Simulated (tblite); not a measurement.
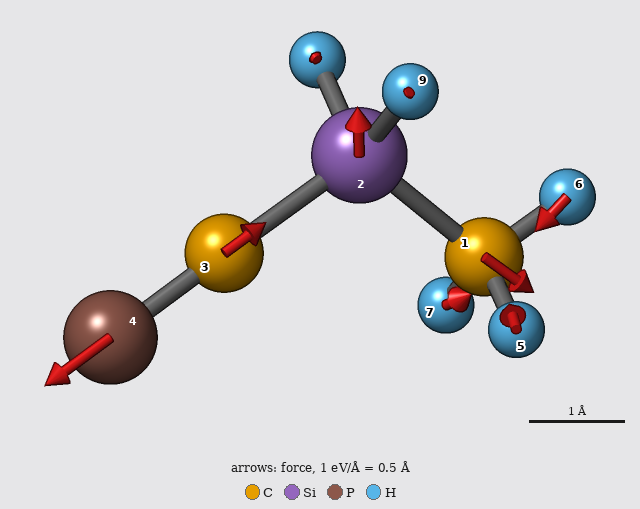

Starting geometry of C$_{2}$H$_{5}$PSi with the computed forces as red arrows. A ball-and-stick model, seen at a tilt.

Method: GFN2-xTB geometry optimisation, gas phase (tblite 0.8.0). 

> Is this structure relaxed? If not, where do the atoms go?

It isn't relaxed: the largest force vector, on the P atom, is 1.80 eV/Å. The final displacements follow the starting forces only in part (cosine between the two patterns 0.60). The largest move after the best rigid fit is that of an H atom, 0.056 Å. By element the largest moves are H 0.056 Å, Si 0.042 Å, P 0.029 Å, C 0.019 Å. Among the contacts that change: C–Si 1.851 → 1.898 Å, C–H 1.118 → 1.087 Å, C–Si 1.825 → 1.849 Å, C–P 1.538 → 1.561 Å. After 20 geometry steps the energy has fallen by 2.65 kcal/mol. The run took 0.07 s on 1 thread of Arm Neoverse V2, on a shared host.
